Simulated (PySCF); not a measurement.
**Run report: GaH₂F, excited-state calculation**

The run: excited-state calculation of GaH₂F. Method and program: TDDFT PBE0/aug-cc-pVDZ, vertical, gas phase, core orbitals frozen in the response (PySCF 2.14.0).

The geometry comes from this level: PBE0-D3(BJ)/def2-SVP.

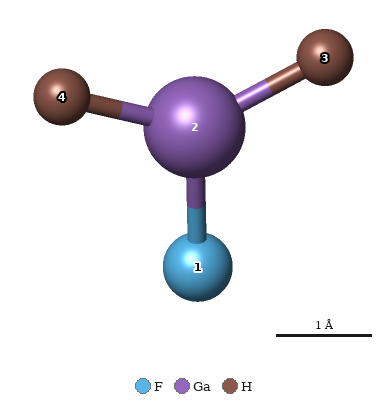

*The input geometry (ball-and-stick view, seen at a tilt; atoms are numbered from 1 in the order of the input). Sticks mark near contacts.*

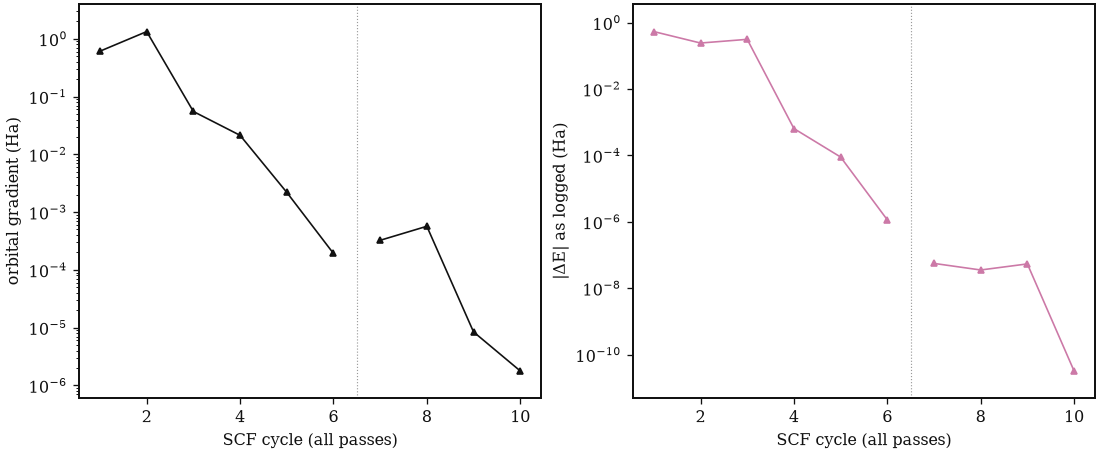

*Convergence of the self-consistent field: orbital gradient and size of the energy change against the SCF cycle. The dotted line marks the change from a coarse to the final integration grid.*

The first 6 cycles use a coarse grid, the final grid takes over at cycle 7, and the field converges after 10 cycles in all.

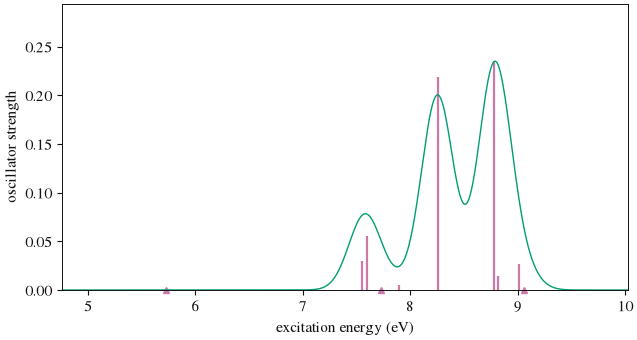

*Computed excitations as sticks (degenerate states added up, dark ones marked on the axis), with a Gaussian envelope of 0.35 eV full width at half maximum, scaled to the tallest.*

Of the 10 states the lowest lies at 5.72 eV (f = 0.000); the strongest line is at 8.78 eV, or 141 nm (f = 0.235).

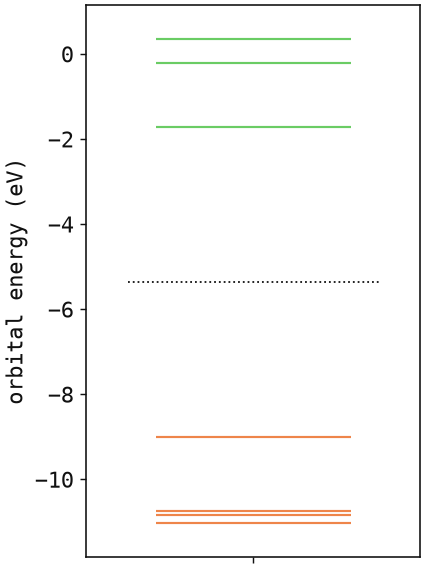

*Orbital energies near the frontier; the dotted line parts filled from empty levels, and levels within 0.02 eV of each other stand side by side.*

Highest filled −8.99 eV, lowest empty −1.71 eV, 7.28 eV apart.

The input and output of the run follow.

Input file
```
{"job": {"kind": "uv", "xc": "PBE0", "basis": "aug-cc-pVDZ"}, "charge": 0, "multiplicity": 1}
F     -1.096682    -1.182701     0.006742
Ga     0.106649     0.099810    -0.001061
H      1.577750    -0.418169    -0.003710
H     -0.499823     1.536892    -0.003547
```

The first line tells a small driver script what to run in PySCF; the rest is the geometry in Å.

Command:
```bash
OMP_NUM_THREADS=1 python <driver script> task.json out
```

What the program printed
```
coarse grid: 17664 points
cycle   1  E = -2025.4796338991  dE = -5.361e-01  |g| = 6.098e-01  |ddm| = 3.502e+00
cycle   2  E = -2025.2373707317  dE =  2.423e-01  |g| = 1.332e+00  |ddm| = 2.659e+00
cycle   3  E = -2025.5504660999  dE = -3.131e-01  |g| = 5.512e-02  |ddm| = 1.640e+00
cycle   4  E = -2025.5511100956  dE = -6.440e-04  |g| = 2.133e-02  |ddm| = 2.190e-01
cycle   5  E = -2025.5511993843  dE = -8.929e-05  |g| = 2.198e-03  |ddm| = 5.938e-02
cycle   6  E = -2025.5512005318  dE = -1.148e-06  |g| = 1.925e-04  |ddm| = 4.483e-03
final grid: 35640 points
cycle   7  E = -2025.5512062357  dE = -5.584e-08  |g| = 3.250e-04  |ddm| = 1.386e-03
cycle   8  E = -2025.5512062003  dE =  3.539e-08  |g| = 5.684e-04  |ddm| = 1.014e-03
cycle   9  E = -2025.5512062543  dE = -5.395e-08  |g| = 8.446e-06  |ddm| = 6.481e-04
cycle  10  E = -2025.5512062543  dE = -3.229e-11  |g| = 1.784e-06  |ddm| = 2.280e-05
converged SCF energy = -2025.5512062543

Static polarisability (au): isotropic 29.018, principal 23.593 30.026 33.434

Singlet excitations
state   eV       nm        f      main configurations
  1   5.7226    216.7   0.00000   H->L 0.99
  2   7.5552    164.1   0.03003   H->L+1 0.88
  3   7.5935    163.3   0.05589   H-1->L 0.98
  4   7.7253    160.5   0.00000   H-3->L 0.99
  5   7.8978    157.0   0.00534   H-2->L 0.93
  6   8.2541    150.2   0.21879   H->L+2 0.74, H->L+3 0.23
  7   8.7804    141.2   0.23501   H->L+3 0.70, H->L+2 0.18
  8   8.8136    140.7   0.01405   H->L+4 0.97
  9   9.0122    137.6   0.02669   H-2->L+1 0.92
 10   9.0590    136.9   0.00000   H->L+5 0.99

Triplet excitations (Tamm-Dancoff, eV): 5.2414 6.5395 6.9112 7.1968
```

Key numbers

```csv
quantity,value
outcome,converged
total energy,−2025.551206 hartree
HOMO,−8.99 eV
LUMO,−1.71 eV
dipole moment,2.33 D
mean polarisability,29.02 a.u.
lowest singlet excitation,5.72 eV
hardware,"1 CPU thread, shared host"
wall time,2.3 s
peak memory,0.34 GiB
```

Notes

Spin–orbit coupling is left out, which matters for the heavy atoms.
